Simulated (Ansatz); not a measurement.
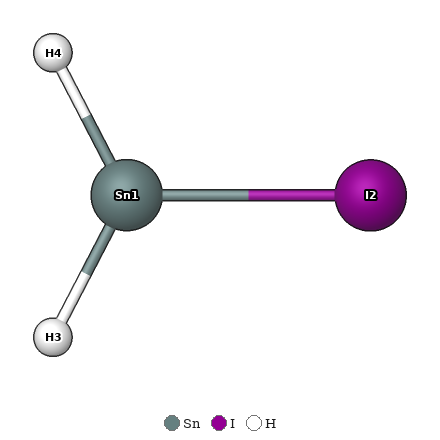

The system is H₂ISn, SMILES [SnH2+][I], charge +1; the picture shows the reference structure. Coordinates scanned: (1) umbrella angle at Sn1 (between each of its bonds and their common axis; 90 is planar); (2) change of the bonds Sn1–I2, Sn1–H3, Sn1–H4, all alike. Nothing is relaxed (all other coordinates rigid). The scan uses an 11 × 11 grid; 66 points were computed and 55 follow by symmetry. Points are written as (first, second). All energies are given in kJ/mol relative to the relaxed molecule at the same level. Method: Ansatz 0.2.0, RKS r2SCAN-D4/def2-TZVP.

Its coordinates:

```xyz
4

Sn   -0.2029   -0.0774   -0.1306
I     1.8541    0.7075    1.1933
H    -0.9956    1.0666   -1.0864
H    -0.6556   -1.6967    0.0236
```

Range: umbrella angle at Sn1 (between each of its bonds and their common axis; 90 is planar) from 66.0 to 114.0°; change of the bonds Sn1–I2, Sn1–H3, Sn1–H4, all alike from −0.218 to 0.337 Å.

Question: Predict the map.

Answer: The lowest grid point is at (90.0°, 0.004 Å), 0.03 kJ/mol from the relaxed molecule at the same level. It is the only kind of minimum in the scanned range. The highest grid point, (66.0°, −0.218 Å), lies 252 kJ/mol above the lowest. Round the minimum the two coordinates are nearly uncoupled.

```
second ↓, first →  66.0  70.8  75.6  80.4  85.2  90.0  94.8  99.6  104.4  109.2  114.0
            0.337   203   183   166   154   146   144   146   154    166    183    203
            0.281   172   150   132   119   111   108   111   119    132    150    172
            0.226   144   120   101    87    78    75    78    87    101    120    144
            0.170   120    94    74    58    49    46    49    58     74     94    120
            0.115   103    75    52    36    26    23    26    36     52     75    103
            0.059    92    62    38    21    10     6    10    21     38     62     92
            0.004    92    59    34    15     4     0     4    15     34     59     92
           −0.052   104    69    42    22    10     6    10    22     42     69    104
           −0.107   131    95    65    44    31    27    31    44     65     95    131
           −0.163   180   141   109    87    73    69    73    87    109    141    180
           −0.218   252   210   177   153   139   134   139   153    177    210    252
```

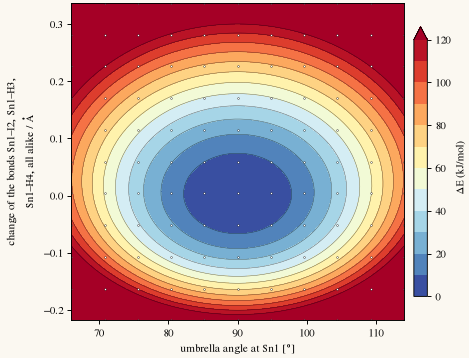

The picture shows filled contours, dots at the grid points, one colour for all values above the top of the scale. Between grid points the surface is interpolated.

Each point was launched as `ansatz run input.yaml --threads 1 --pin off --max-ram 2560MiB --backend cpu --events-out ev --progress --plain --runs-dir out`. Time for the 66 points that were run: 7.7 min on 1 thread of Arm Neoverse V2, with other jobs on the host.
